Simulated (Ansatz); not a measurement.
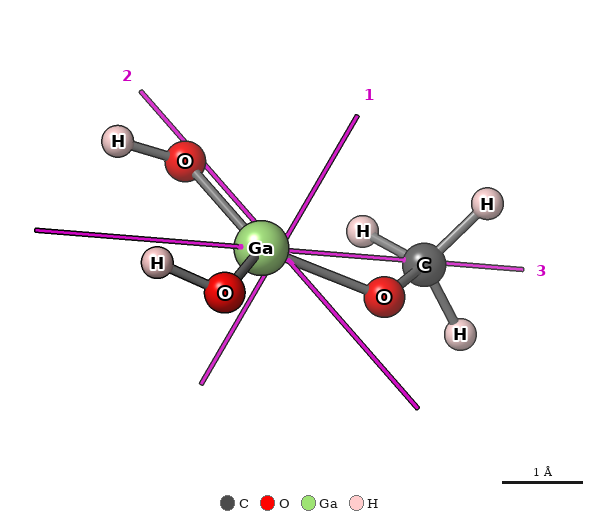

The three principal axes of inertia are drawn and numbered. Atoms fade into the background with distance from the viewer. The geometry was computed by an optimisation with PBE-D4/def2-SVP. No frequency run is at hand to confirm it as a minimum. Masses are those of the most abundant isotopes; constants are for the rigid equilibrium geometry.

> Which line is the a axis (least moment of inertia), which b and which c?

a is line 3, b is line 2, c is line 1; the moments are 89.3, 193, 279 u Å².

> What kind of rotor is it, and what are its rotational constants in GHz?

An asymmetric top (C1): A = 5.66, B = 2.62, C = 1.81 GHz. Ray's parameter κ is −0.58, nearer the prolate limit.
